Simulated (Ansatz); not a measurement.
**r2SCAN/STO-3G run of NF3 (nitrogen trifluoride)**

What is the vertical ionisation energy of NF3 (nitrogen trifluoride) at r2SCAN/STO-3G? 

Program for the calculation: Ansatz 0.2.0.

29 further runs of the same task are left out: 1 that didn't finish, 28 set aside as unsound or not needed.

### 1 The molecule

NF3: 4 atoms, total charge 0, spin state singlet. SMILES: `FN(F)F`. Geometry: relaxed at PBE0-D4/def2-TZVP.

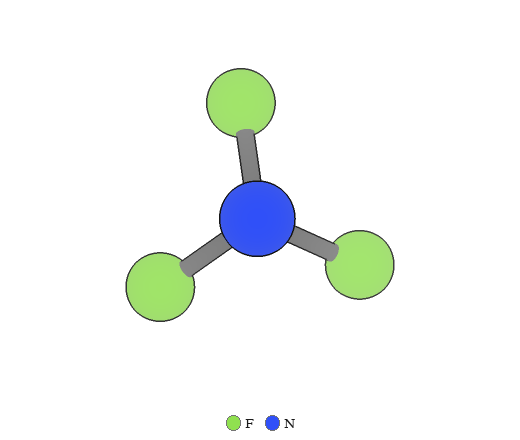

The structure, seen from a chosen angle (fluorine green, nitrogen blue).

### 2 A single-point energy at r2SCAN/STO-3G

Contents of job.yaml:

```yaml
basis:
  gaussian:
    orbitals: STO-3G
crystal:
  periodic: [false, false, false]
  atoms:
    - {symbol: F, position_ang: [0.614010, 0.000340, 1.066930]}
    - {symbol: N, position_ang: [0.353420, -0.074150, -0.266250]}
    - {symbol: F, position_ang: [-0.636280, -1.006490, -0.312240]}
    - {symbol: F, position_ang: [-0.331150, 1.080310, -0.488440]}
hamiltonian:
  xc: {name: r2SCAN}
accuracy: high
```

The run is started by

```bash
$ ansatz run job.yaml --threads 1 --pin off --max-ram 3480MiB --events-out events.jsonl --progress --plain --runs-dir runs
```

Standard output:

```text
Warning: RAYON_NUM_THREADS=1 ignored (pool sized by the plan → 1); use --threads N
Functional definition: r2SCAN
  name "r2SCAN"
  parameter k0 = 0.174
  parameter k1 = 0.065
  parameter a1 = 4.9479
  exchange = r2scan_x(k0 = k0, k1 = k1, a1 = a1)
  correlation = r2scan_c
369 factors; integrals over basis functions are off by at most 3.8e-8 eV
mean field evaluation 1: about -9495.7787 eV, gradient 2.0e1 eV
mean field evaluation 2: about -9494.4301 eV, gradient 3.1e1 eV
mean field evaluation 4: about -9497.0022 eV, gradient 4.0e-2 eV
mean field evaluation 8: about -9496.9251 eV, gradient 1.9e-4 eV
mean field -9496.92508473 eV, -349.0055596167 hartree, gradient 8.0e-8 eV, S^2 0.000000; 0 other end points of the search recorded, 0 dependent functions left out
reference -9496.92508482 eV, -349.0055596201 hartree; 17, 17 occupied and 3, 3 virtual orbitals, 369 factors
Total energy: -9496.92508482 eV, -349.0055596201 hartree
```

Wall time 2.6 s (1 thread of Arm Neoverse V1, shared host); peak memory 0.13 GiB.

### 3 The doublet cation at the same level

Contents of job.yaml:

```yaml
crystal:
  periodic: [false, false, false]
  atoms:
    - {symbol: F, position_ang: [0.614010, 0.000340, 1.066930]}
    - {symbol: "N", position_ang: [0.353420, -0.074150, -0.266250]}
    - {symbol: F, position_ang: [-0.636280, -1.006490, -0.312240]}
    - {symbol: F, position_ang: [-0.331150, 1.080310, -0.488440]}
basis:
  gaussian:
    orbitals: STO-3G
total_charge: 1
accuracy: high
hamiltonian:
  xc: {name: r2SCAN}
magnetization:
  spin_polarized: true
  initial_magnetization: 1
```

The run is started by

```bash
$ ansatz run job.yaml --threads 1 --pin off --max-ram 3480MiB --events-out events.jsonl --progress --plain --runs-dir runs
```

Standard output, cut to the lines that bear on the results:

```text
Warning: RAYON_NUM_THREADS=1 ignored (pool sized by the plan → 1); use --threads N
[... 7 set-up lines as earlier in the session ...]
369 factors; integrals over basis functions are off by at most 3.8e-8 eV
mean field evaluation 1: about -9485.8188 eV, gradient 2.0e1 eV
mean field evaluation 2: about -9479.3658 eV, gradient 4.0e1 eV
mean field evaluation 4: about -9488.0651 eV, gradient 1.7e-1 eV
mean field evaluation 8: about -9487.9841 eV, gradient 7.7e-3 eV
mean field evaluation 16: about -9487.9841 eV, gradient 5.4e-6 eV
mean field -9487.98409498 eV, -348.6769843038 hartree, gradient 6.6e-8 eV, S^2 0.755592; 1 other end points of the search recorded, 0 dependent functions left out
reference -9487.98409511 eV, -348.6769843088 hartree; 17, 16 occupied and 3, 4 virtual orbitals, 369 factors
Total energy: -9487.98409511 eV, -348.6769843088 hartree
```

Wall time 5.7 s (1 thread of Arm Neoverse V1, shared host); peak memory 0.22 GiB.

### 4 What came out

Level: r2SCAN/STO-3G.

| quantity | value |
| --- | --- |
| singlet NF3: total energy | -349.00556 Eh |
| doublet cation: total energy | -348.67698 Eh |
| doublet cation: ⟨S²⟩ | 0.756 |
| vertical ionisation energy (to the doublet cation) | 8.941 eV |

The vertical ionisation energy comes to 8.94 eV (206 kcal/mol). In a minimal basis such a difference can be off by several eV, whatever the method.
